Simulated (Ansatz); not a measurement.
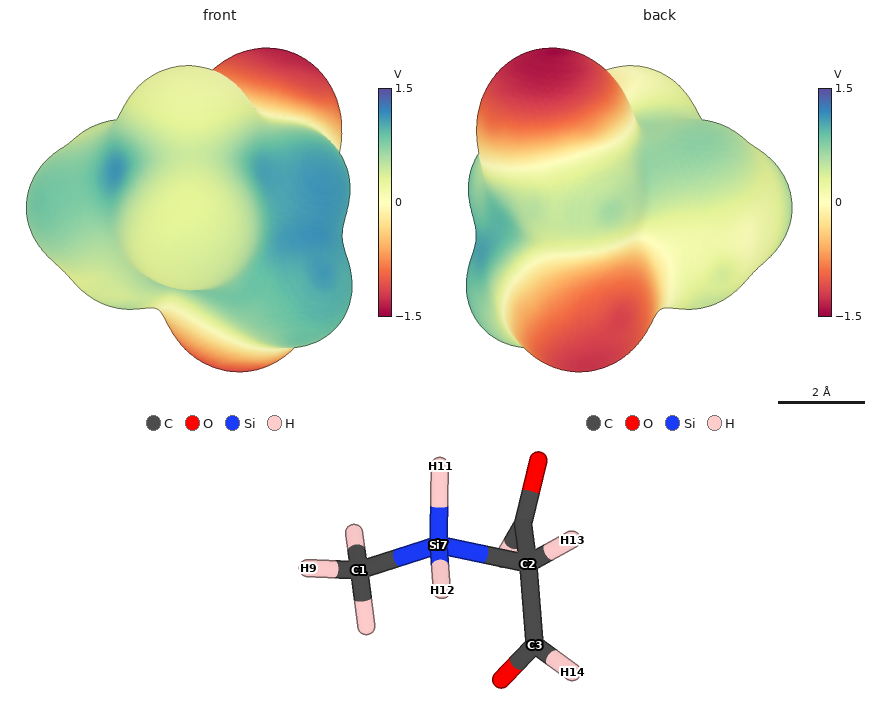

Figure. C4H8O2Si. The electrostatic potential painted on the density surface at 0.001 e/bohr³, seen from the front and from behind; red is negative and blue positive. The bare structure is drawn below in the same view.

Geometry: r2SCAN-D4/def2-SVP.

Computed with isolated molecule in a Gaussian basis; Kohn-Sham density functional theory, functional PBE0 in Ansatz.

```yaml
atoms:
  - { symbol: C, position_ang: [-0.8252, 1.1369, -0.2766] }
  - { symbol: C, position_ang: [1.0716, -1.3149, -0.1304] }
  - { symbol: C, position_ang: [0.6197, -1.6485, 1.2573] }
  - { symbol: C, position_ang: [0.1975, -1.9114, -1.2082] }
  - { symbol: O, position_ang: [-0.5459, -1.6877, 1.5870] }
  - { symbol: O, position_ang: [0.5651, -2.1020, -2.3415] }
  - { symbol: Si, position_ang: [0.9670, 0.6112, -0.3082] }
  - { symbol: H, position_ang: [-1.3321, 0.7002, 0.5987] }
  - { symbol: H, position_ang: [-0.9132, 2.2334, -0.2224] }
  - { symbol: H, position_ang: [-1.3531, 0.7981, -1.1821] }
  - { symbol: H, position_ang: [1.6555, 0.9509, -1.5858] }
  - { symbol: H, position_ang: [1.7338, 1.1828, 0.8402] }
  - { symbol: H, position_ang: [2.1320, -1.5621, -0.3144] }
  - { symbol: H, position_ang: [1.4404, -1.8458, 1.9979] }
  - { symbol: H, position_ang: [-0.8411, -2.1564, -0.8638] }
```

Q: Describe the electrostatic potential map.

A: The most negative region (about −1.4 V) lies over O6, the most positive (about +1.1 V) over the C, H and Si atoms. O6 is the likeliest acceptor of a hydrogen bond.

Q: How polar is the molecule by this calculation?

A: Its dipole moment is 2.52 D.
